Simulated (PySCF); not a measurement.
Consider C3H11NO2SSi2.

Input

```
{"job": {"kind": "nmr", "xc": "PBE0", "basis": "pcSseg-1"}, "charge": 0, "multiplicity": 1}
C     -2.882755     0.508075    -0.571505
S     -1.699938    -0.692823     0.012266
O     -1.751777    -0.680571     1.474101
O     -1.932602    -1.934340    -0.730807
C     -0.092174    -0.106235    -0.497492
C      0.415160     1.098256     0.291817
Si     2.307042     1.095389     0.191346
N      2.558290    -0.616279    -0.010297
Si     1.138887    -1.579468    -0.326166
H     -2.669869     1.483740    -0.116843
H     -2.849808     0.548640    -1.667288
H     -3.858560     0.135828    -0.231710
H     -0.176580     0.090587    -1.579748
H      0.139732     0.958293     1.351279
H     -0.031098     2.046743    -0.048097
H      2.944215     1.643980     1.427779
H      2.806183     1.910604    -0.963507
H      3.481832    -1.032931     0.037911
H      1.231318    -2.349519    -1.599067
H      0.781796    -2.502528     0.786552
```

Command:

```sh
OMP_NUM_THREADS=1 python probes_run.py task.json out
```

Geometry: PBE0-D3(BJ)/def2-SVP.

Computed with PBE0/pcSseg-1, SCF density, gas phase, non-relativistic (PySCF).

What will maps of the electron density and electron localisation function show?

Answer. Si–N (1.74 Å): ρ is about 1 e/Å³ halfway; the ELF peaks at about 0.90 between the atoms; a polar covalent bond.
N–H (1.01 Å): ρ at the midpoint is about 2.7 e/Å³; the ELF climbs to about 1 towards the hydrogen, as it does in any bond to H (an ordinary covalent bond to hydrogen).

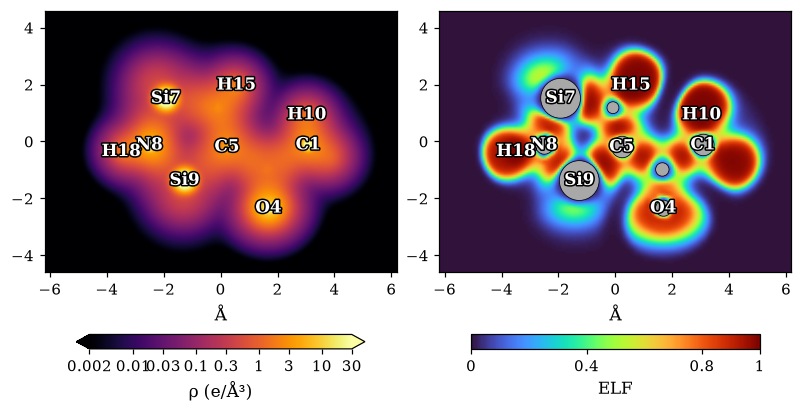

Computed electron density and electron localisation function on the plane of atoms Si7, N8 and H18, in this order. Grey discs cover the atomic cores in the ELF map. 
